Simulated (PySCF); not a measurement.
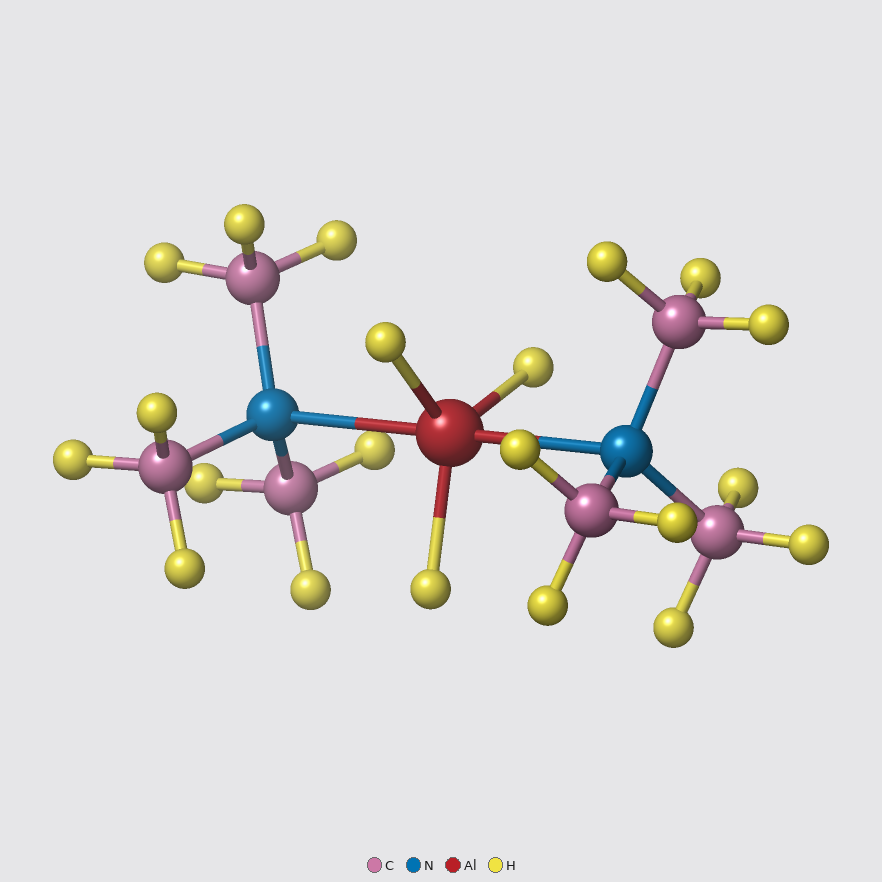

The computed structure is the end point of a PBE0-D3(BJ)/def2-SVP optimisation. No frequency run is at hand to confirm it as a minimum. Properties computed with PBE0/pcSseg-1, gas phase (PySCF 2.14.0).

Predict the main results.

The species is C6H21AlN2 (`C[N+](C)(C)[AlH3-2][N+](C)(C)C`).
- HOMO energy (Kohn–Sham orbital): −6.81 eV
- LUMO energy (Kohn–Sham orbital): 1.42 eV
- HOMO–LUMO gap: 8.23 eV
